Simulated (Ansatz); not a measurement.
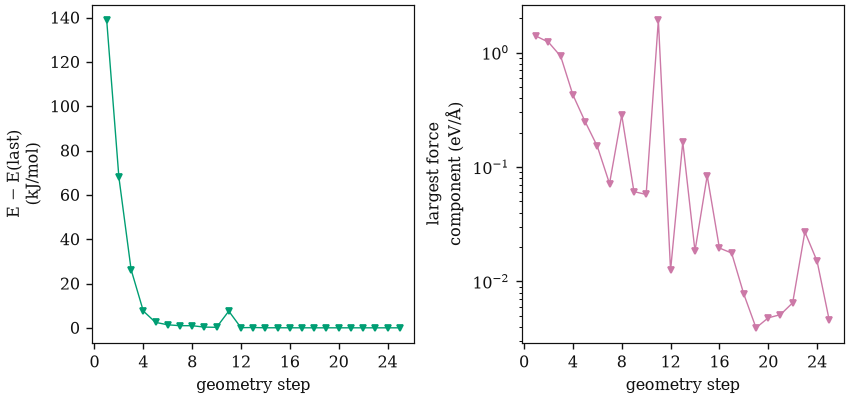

History of a geometry optimisation.

```
crystal:
  periodic: [false, false, false]
  atoms:
    - {symbol: Ge, position_ang: [-0.678424, -0.598770, -0.238546]}
    - {symbol: H, position_ang: [0.872119, -0.705189, -0.715015]}
    - {symbol: H, position_ang: [-1.126662, -1.057552, -1.625307]}
    - {symbol: H, position_ang: [-1.610307, 0.675033, 0.066103]}
    - {symbol: H, position_ang: [-0.780190, -1.594194, 0.934863]}
    - {symbol: H, position_ang: [1.225572, 0.179408, 0.142223]}
    - {symbol: S, position_ang: [1.140631, 1.070746, 1.197403]}
    - {symbol: H, position_ang: [0.957361, 2.030619, 0.238375]}
basis:
  gaussian: {orbitals: def2-TZVP}
hamiltonian: {xc: pbe0, dispersion: d4}
relax: {f_tol: 0.005, max_steps: 200}
```

Launched with:
```bash
ansatz run in.yaml --threads 2 --pin off --events-out ev --progress --plain --max-ram 4352MiB
```

**How did it end, and what did it gain?**

The optimisation met its thresholds at geometry 25, counting the start as the first. The energy fell by about 140 kJ/mol from the first step to the last, with a rise at step 11. The largest force component goes from about 1.4 eV/Å at the start to 5 × 10⁻³ eV/Å at the end.

**By which step was nine tenths of the energy gained?**

By step 4 of 25.
